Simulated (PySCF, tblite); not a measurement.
**CH₄F₃NOSi₂, a small gas-phase stand-in for a defect centre: NMR shifts, core binding energies and electronic excitations**

Aim: the NMR shifts, core binding energies and electronic excitations of `F[Si](F)(F)O[C]N[SiH3]`. It is drawn as: twofold C.

Programs: tblite 0.8.0 and PySCF 2.14.0. All values are calculated, for the isolated system unless a continuum is named. Atoms count from 0, parts from 1.

## 1. The system as given

12 atoms, charge 0, multiplicity 1; geometry: distance geometry start.

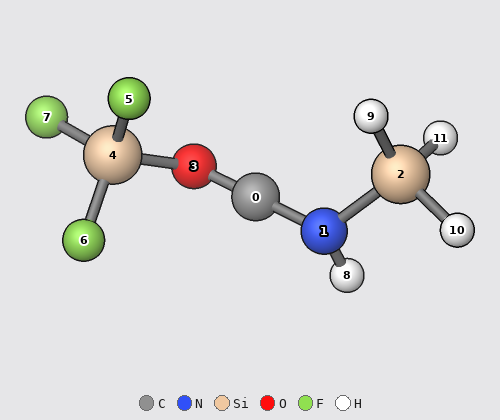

The starting geometry (carbon grey, nitrogen blue, silicon light orange, oxygen red, fluorine green, hydrogen white), atoms numbered.

## 2. Geometry optimisation with GFN2-xTB

What the job is given:

```
{"job": {"kind": "relax", "xc": "GFN2-xTB", "basis": "xTB"}, "charge": 0, "multiplicity": 1}
C      0.299986     0.086972    -0.658586
N     -1.103537     0.443913    -0.708397
Si    -2.343718    -0.596091    -0.097155
O      1.578820    -0.243930    -0.648732
Si     2.516223     0.380850     0.572485
F      1.948577    -0.075480     2.003604
F      2.513348     1.988108     0.448692
F      4.004849    -0.150146     0.398262
H     -1.364634     0.751018    -1.655944
H     -2.064120    -0.948095     1.268291
H     -3.628157     0.142353    -0.267932
H     -2.388526    -1.801855    -0.992184
```

Method: GFN2-xTB geometry optimisation, gas phase.

Launch:

```
$ OMP_NUM_THREADS=1 python cluster_run.py task.json out
```

The driver reads the jobs from task.json and runs them one after another.

The log of the run:

```text
step      E/eV     max force
  0    -785.78944    5.952
  1    -786.37209    2.391
  2    -786.51732    1.391
  3    -786.63213    1.074
  4    -786.67308    1.024
  5    -786.93151    3.028
  6    -787.11760    4.433
  7    -787.28538    4.447
  8    -787.74329    3.626
  9    -788.08753    2.831
 10    -788.53158    3.264
 11    -788.89939    1.410
 12    -788.95188    2.029
 13    -789.04894    1.147
 14    -789.10667    0.904
 15    -789.20173    1.321
 16    -789.26447    1.058
 17    -789.30230    0.397
 18    -789.31397    0.422
 19    -789.32575    0.476
 20    -789.33504    0.350
 21    -789.34300    0.263
 22    -789.35078    0.287
 23    -789.35978    0.343
 24    -789.36939    0.324
 25    -789.37848    0.293
 26    -789.38708    0.250
 27    -789.39549    0.229
 28    -789.40461    0.312
 29    -789.41588    0.391
 30    -789.42803    0.359
 31    -789.43928    0.286
 32    -789.44880    0.337
 33    -789.45650    0.334
 34    -789.46394    0.336
 35    -789.47377    0.393
 36    -789.48556    0.518
 37    -789.50068    0.753
 38    -789.51696    0.450
 39    -789.53047    0.581
 40    -789.54044    0.623
 41    -789.55028    0.239
 42    -789.55342    0.217
 43    -789.55679    0.228
 44    -789.56476    0.335
 45    -789.57486    0.437
 46    -789.58770    0.384
 47    -789.59620    0.221
 48    -789.59656    0.524
 49    -789.60441    0.259
 50    -789.60906    0.212
 51    -789.63075    0.184
 52    -789.63895    0.334
 53    -789.64406    0.189
 54    -789.64739    0.141
 55    -789.65091    0.165
 56    -789.65620    0.279
 57    -789.65918    0.234
 58    -789.66687    0.299
 59    -789.67246    0.289
 60    -789.67838    0.151
 61    -789.68137    0.158
 62    -789.68397    0.119
 63    -789.68684    0.131
 64    -789.68949    0.161
 65    -789.69334    0.213
 66    -789.70000    0.343
 67    -789.70876    0.368
 68    -789.71830    0.296
 69    -789.72580    0.219
 70    -789.73133    0.250
 71    -789.73606    0.213
 72    -789.74503    0.299
 73    -789.75156    0.248
 74    -789.75875    0.282
 75    -789.76453    0.280
 76    -789.77111    0.196
 77    -789.77620    0.184
 78    -789.77959    0.224
 79    -789.78173    0.276
 80    -789.78449    0.274
 81    -789.78934    0.196
 82    -789.79355    0.169
 83    -789.79669    0.132
 84    -789.79896    0.103
 85    -789.80063    0.095
 86    -789.80210    0.080
 87    -789.80345    0.072
 88    -789.80500    0.098
 89    -789.80633    0.070
 90    -789.80713    0.064
 91    -789.80747    0.037
 92    -789.80761    0.033
 93    -789.80778    0.032
 94    -789.80800    0.029
 95    -789.80816    0.033
 96    -789.80827    0.030
 97    -789.80834    0.021
 98    -789.80839    0.020
 99    -789.80843    0.021
100    -789.80846    0.020
101    -789.80850    0.017
102    -789.80856    0.020
103    -789.80866    0.025
104    -789.80879    0.026
105    -789.80891    0.021
106    -789.80896    0.017
107    -789.80899    0.015
108    -789.80901    0.015
109    -789.80906    0.022
110    -789.80913    0.025
111    -789.80920    0.021
112    -789.80924    0.012
113    -789.80925    0.011
114    -789.80927    0.012
115    -789.80929    0.014
116    -789.80932    0.013
117    -789.80936    0.016
118    -789.80938    0.017
119    -789.80942    0.014
120    -789.80945    0.016
121    -789.80950    0.022
122    -789.80954    0.027
123    -789.80958    0.025
124    -789.80964    0.021
125    -789.80974    0.026
126    -789.80989    0.036
127    -789.81011    0.051
128    -789.81035    0.048
129    -789.81056    0.041
130    -789.81067    0.027
131    -789.81071    0.015
132    -789.81073    0.010
133    -789.81073    0.005
```

Wall time 2.9 s (1 thread of Arm Neoverse V2, shared host).

The steps of the relaxation:

```csv
step,energy from step 0 (eV),largest force (eV/Å)
0,0.0000,5.9525
5,-1.1421,3.0282
10,-2.7421,3.2633
15,-3.4123,1.3215
20,-3.5456,0.3499
25,-3.5890,0.2936
30,-3.6386,0.3591
35,-3.6843,0.3927
40,-3.7510,0.6229
45,-3.7854,0.4373
50,-3.8196,0.2122
55,-3.8615,0.1648
60,-3.8889,0.1514
65,-3.9039,0.2134
70,-3.9419,0.2496
75,-3.9751,0.2790
80,-3.9950,0.2738
85,-4.0112,0.0952
90,-4.0177,0.0636
95,-4.0187,0.0331
100,-4.0190,0.0197
105,-4.0195,0.0210
110,-4.0197,0.0251
115,-4.0199,0.0136
120,-4.0200,0.0157
125,-4.0203,0.0249
130,-4.0212,0.0269
133,-4.0213,0.0057
```

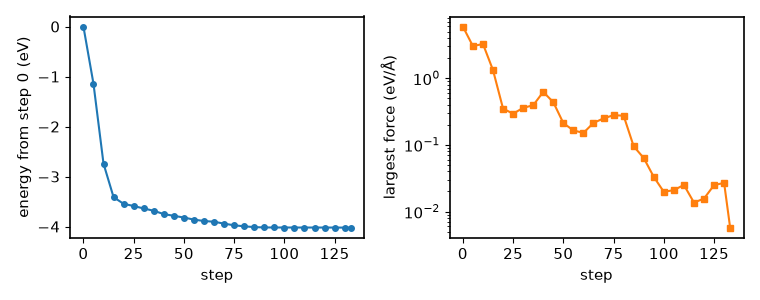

Energy and largest force along the relaxation.

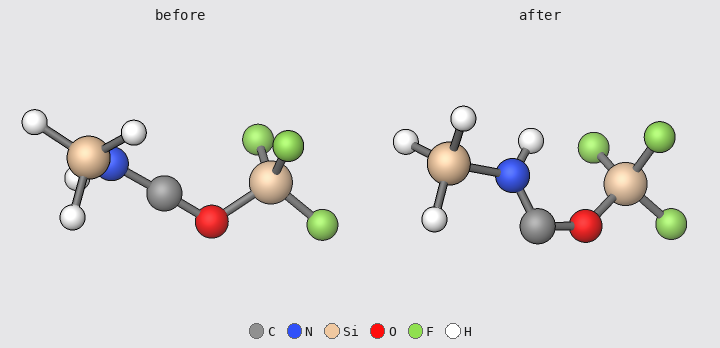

The geometry before (left) and after (right).

Distances of close pairs at the start and the end, largest changes first:

```csv
bond,before (Å),after (Å),change (Å)
C0–N1,1.449,1.312,-0.138
O3–Si4,1.661,1.591,-0.070
Si2–H11,1.502,1.452,-0.051
N1–Si2,1.730,1.765,+0.035
Si2–H10,1.491,1.465,-0.027
Si2–H9,1.438,1.464,+0.027
Si4–F6,1.612,1.586,-0.026
C0–O3,1.321,1.344,+0.023
```

## 3. Geometry optimisation at PBE0-D3(BJ)/def2-SVP

What the job is given:

```
{"job": {"xc": "PBE0", "basis": "def2-SVP", "d3": "d3bj", "grid": 2, "kind": "geom", "shake": 0.01}, "charge": 0, "multiplicity": 1}
C      0.251757    -1.028588    -0.639749
N     -0.701359    -0.231992    -0.137010
Si    -2.446275    -0.527623    -0.325563
O      1.519408    -0.588233    -0.401357
Si     2.305208     0.550053     0.326345
F      2.181438     0.549119     1.913887
F      1.955318     2.041656    -0.080096
F      3.831762     0.322018    -0.042665
H     -0.399818     0.607619     0.413131
H     -2.964126    -0.601588     1.054061
H     -2.973731     0.642889    -1.003177
H     -2.521091    -1.762916    -1.060807
```

The log of the run:

```text
step   0  E = -1047.91130273  max force = 0.046924
step   1  E = -1047.91949835  max force = 0.008254
step   2  E = -1047.92046226  max force = 0.002419
step   3  E = -1047.92127903  max force = 0.006510
step   4  E = -1047.92165994  max force = 0.006197
step   5  E = -1047.92192904  max force = 0.002043
step   6  E = -1047.92199275  max force = 0.000946
step   7  E = -1047.92204251  max force = 0.001040
step   8  E = -1047.92212528  max force = 0.001742
step   9  E = -1047.92216754  max force = 0.001746
step  10  E = -1047.92223128  max force = 0.001270
step  11  E = -1047.92225963  max force = 0.000977
step  12  E = -1047.92227227  max force = 0.000458
step  13  E = -1047.92228922  max force = 0.000499
step  14  E = -1047.92084550  max force = 0.006682
step  15  E = -1047.92210906  max force = 0.003565
step  16  E = -1047.92231059  max force = 0.001836
step  17  E = -1047.92233830  max force = 0.001999
step  18  E = -1047.92219274  max force = 0.001752
step  19  E = -1047.92235315  max force = 0.001176
step  20  E = -1047.92239711  max force = 0.000425
step  21  E = -1047.92241145  max force = 0.000277
optimisation converged
```

Run time: 4 min. Hardware: 1 thread of Arm Neoverse V2, shared host; peak memory 0.69 GiB.

Relaxation path: (the energy doesn't fall at every step)

```csv
step,energy from step 0 (eV),largest force component (eV/Å)
0,0.0000,2.4129
1,-0.2230,0.4244
2,-0.2492,0.1244
3,-0.2715,0.3348
4,-0.2818,0.3187
5,-0.2892,0.1051
6,-0.2909,0.0486
7,-0.2922,0.0535
8,-0.2945,0.0896
9,-0.2956,0.0898
10,-0.2974,0.0653
11,-0.2982,0.0502
12,-0.2985,0.0236
13,-0.2990,0.0257
14,-0.2597,0.3436
15,-0.2941,0.1833
16,-0.2995,0.0944
17,-0.3003,0.1028
18,-0.2963,0.0901
19,-0.3007,0.0605
20,-0.3019,0.0219
21,-0.3023,0.0142
```

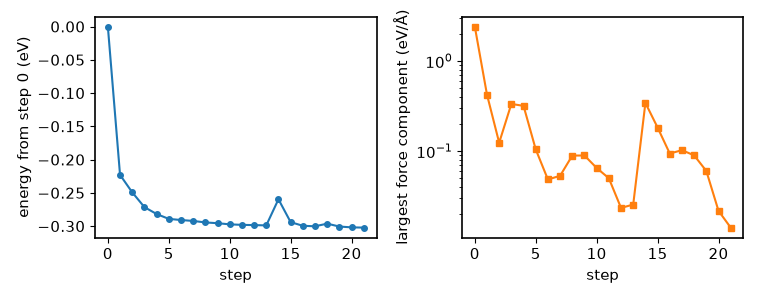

Energy and force, step by step.

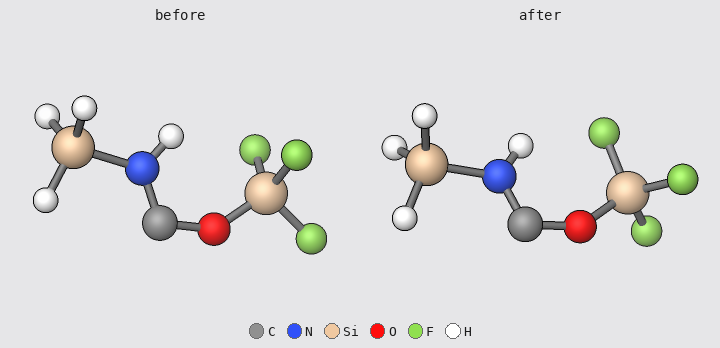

The geometry before (left) and after (right).

Distances of close pairs at the start and the end, largest changes first:

```csv
bond,before (Å),after (Å),change (Å)
O3–Si4,1.563,1.628,+0.065
Si2–H11,1.439,1.481,+0.041
Si2–H10,1.452,1.491,+0.040
Si4–F6,1.585,1.606,+0.021
N1–H8,1.048,1.030,-0.018
Si2–H9,1.475,1.491,+0.016
C0–N1,1.340,1.329,-0.011
C0–O3,1.363,1.356,-0.007
```

The end geometry stands in the next job.

```csv
at the end point,value
point group (found at 0.08 Å tolerance),C1
"rotational constants (GHz, main isotopes)","3.349, 0.630, 0.616"
dipole moment (D),2.89
```

## 4. NMR shieldings: PBE0/pcSseg-1

What the job is given:

```
{"job": {"kind": "nmr", "xc": "PBE0", "basis": "pcSseg-1"}, "charge": 0, "multiplicity": 1}
C      0.268122    -1.180151    -0.183485
N     -0.653334    -0.223415    -0.158315
Si    -2.344196    -0.627003    -0.561826
O      1.495415    -0.710316     0.151017
Si     2.319234     0.639050     0.539485
F      3.002799     0.466424     1.963659
F      1.373804     1.936334     0.601435
F      3.450595     0.913717    -0.542766
H     -0.403542     0.742028     0.100402
H     -3.179070    -0.489368     0.665789
H     -2.809456     0.365281    -1.573102
H     -2.362168    -2.010649    -1.089471
```

With the program's defaults for keys left out, this is: GIAO PBE0/pcSseg-1 NMR shielding, non-relativistic, gas phase.

The log of the run:

```text
coarse grid: 12224 points
cycle   1  E = -1048.1780464573  dE =  9.232e-01  |g| = 9.934e-01  |ddm| = 3.409e+00
cycle   2  E = -1048.0461771763  dE =  1.319e-01  |g| = 1.382e+00  |ddm| = 1.324e+00
cycle   3  E = -1048.3354078913  dE = -2.892e-01  |g| = 9.593e-02  |ddm| = 7.572e-01
cycle   4  E = -1048.3364359944  dE = -1.028e-03  |g| = 6.021e-02  |ddm| = 8.998e-02
cycle   5  E = -1048.3370850392  dE = -6.490e-04  |g| = 1.036e-02  |ddm| = 4.048e-02
cycle   6  E = -1048.3371039050  dE = -1.887e-05  |g| = 2.996e-03  |ddm| = 9.854e-03
cycle   7  E = -1048.3371058660  dE = -1.961e-06  |g| = 7.247e-04  |ddm| = 3.153e-03
final grid: 113560 points
cycle   8  E = -1048.4067664131  dE = -2.811e-05  |g| = 9.310e-03  |ddm| = 1.590e-02
cycle   9  E = -1048.4067393739  dE =  2.704e-05  |g| = 1.540e-02  |ddm| = 1.269e-02
cycle  10  E = -1048.4067812485  dE = -4.187e-05  |g| = 1.113e-03  |ddm| = 8.397e-03
cycle  11  E = -1048.4067815334  dE = -2.848e-07  |g| = 2.839e-04  |ddm| = 1.187e-03
cycle  12  E = -1048.4067815496  dE = -1.623e-08  |g| = 8.051e-05  |ddm| = 2.443e-04
cycle  13  E = -1048.4067815507  dE = -1.087e-09  |g| = 3.479e-05  |ddm| = 7.196e-05
cycle  14  E = -1048.4067815509  dE = -2.340e-10  |g| = 5.261e-06  |ddm| = 2.708e-05
converged SCF energy = -1048.4067815509

GIAO shielding tensors (ppm)
atom      isotropic    diamagn.    paramagn.     s11        s22        s33       span
  0 C     -125.610     244.109    -369.719   -448.943     -5.008     77.122    526.064
  1 N       81.115     331.539    -250.424    -80.749    152.091    172.003    252.753
  2 Si     396.332     878.741    -482.408    367.455    377.485    444.057     76.602
  3 O      105.891     395.149    -289.258    -19.281    136.681    200.273    219.554
  4 Si     457.459     878.889    -421.430    447.007    451.722    473.648     26.641
  5 F      329.200     466.766    -137.566    284.248    293.154    410.198    125.950
  6 F      320.364     472.914    -152.550    246.403    296.002    418.686    172.283
  7 F      329.410     466.784    -137.375    284.893    292.831    410.505    125.612
  8 H       24.290      36.825     -12.535     19.223     24.158     29.488     10.265
  9 H       26.483      28.105      -1.622     23.192     25.026     31.230      8.037
 10 H       26.455      28.261      -1.806     23.272     25.133     30.962      7.690
 11 H       26.004      27.639      -1.635     23.391     24.878     29.743      6.352
```

Run time: 18 s. Hardware: 1 thread of Arm Neoverse V2, shared host; peak memory 0.91 GiB.

The references, computed at this level on geometries of the same kind, shield at (ppm): 1H TMS 31.27, 13C TMS 184.4, 29Si TMS 352.0, 19F CFCl3 177.2, 15N NH3 265.7, 17O H2O 334.6. Their shielding less the atom's gives the shift. The references are single molecules in the gas phase, so shifts against H2O, NH3, PH3, H3PO4 or CFCl3 are not on the usual liquid scales and can be off by tens of ppm.

```csv
atoms,environment,σ (ppm),δ (ppm)
C0,"carbon bonded to N, O",-125.6,310.0
H8,"hydrogen on a nitrogen bonded to C, Si",24.29,6.98
H11,hydrogen on a silicon bonded to N,26.00,5.26
H10,hydrogen on a silicon bonded to N,26.46,4.81
H9,hydrogen on a silicon bonded to N,26.48,4.78
N1,"nitrogen bonded to C, Si, H",81.1,184.6
Si2,"silicon bonded to N, 3 H",396.3,-44.3
Si4,"silicon bonded to 3 F, O",457.5,-105.5
O3,"oxygen bonded to C, Si",105.9,228.7
F6,fluorine bonded to Si,320.4,-143.1
F5,fluorine bonded to Si,329.2,-152.0
F7,fluorine bonded to Si,329.4,-152.2
```

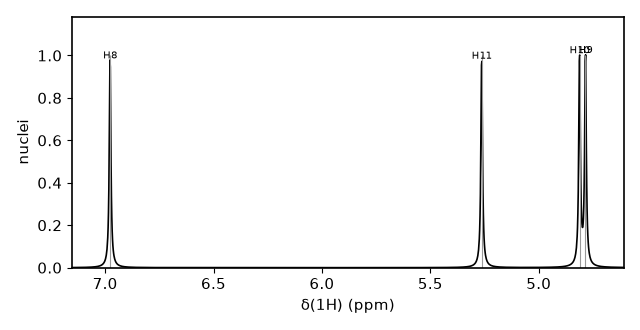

1H lines at the computed shifts, without couplings. Lines are broadened to a width of 0.01 ppm (Lorentzian).

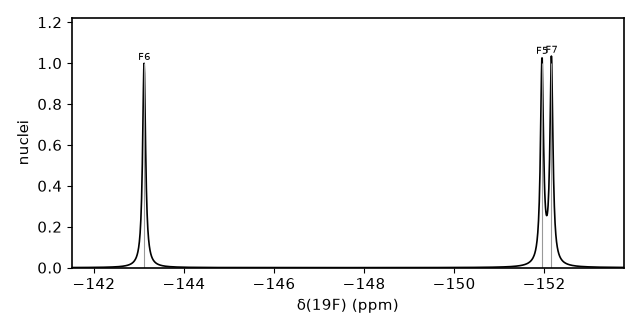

19F lines at the computed shifts, without couplings. Lines are broadened to a width of 0.08 ppm (Lorentzian).

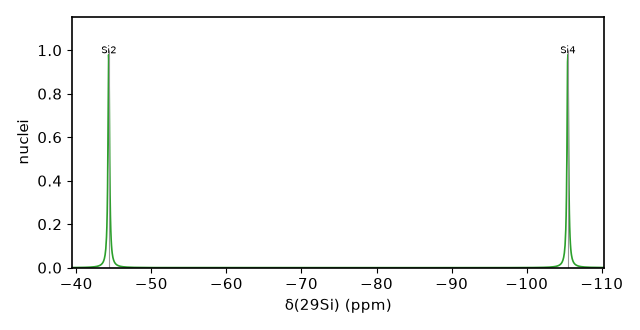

29Si lines at the computed shifts, without couplings. Lines are broadened to a width of 0.24 ppm (Lorentzian).

Charges from the same density, by scheme (e):

```csv
atoms,Mulliken,IAO,Hirshfeld,ESP fit
C0,0.26,0.05,-0.03,-0.55
N1,-0.59,-0.52,-0.18,0.23
Si2,0.63,0.74,0.38,0.50
O3,-0.57,-0.56,-0.20,-0.13
Si4,1.47,1.89,0.66,1.15
F5,-0.38,-0.50,-0.18,-0.31
F6,-0.41,-0.51,-0.18,-0.30
F7,-0.38,-0.50,-0.18,-0.31
```

ESP fit charges:

```csv
atom,value (e)
C0,-0.55
N1,0.23
Si2,0.50
O3,-0.13
Si4,1.15
F5,-0.31
F6,-0.30
F7,-0.31
H8,0.06
H9,-0.12
H10,-0.13
H11,-0.08
```

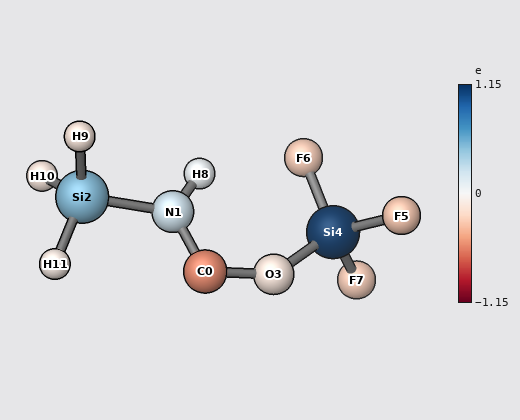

ESP fit charges, as colours on the atoms.

Mayer bond orders: C0–N1 1.34, N1–Si2 0.81, C0–O3 0.96, O3–Si4 0.98, Si4–F5 1.00, Si4–F6 0.92, Si4–F7 1.00.

[end of part 1 of 2]
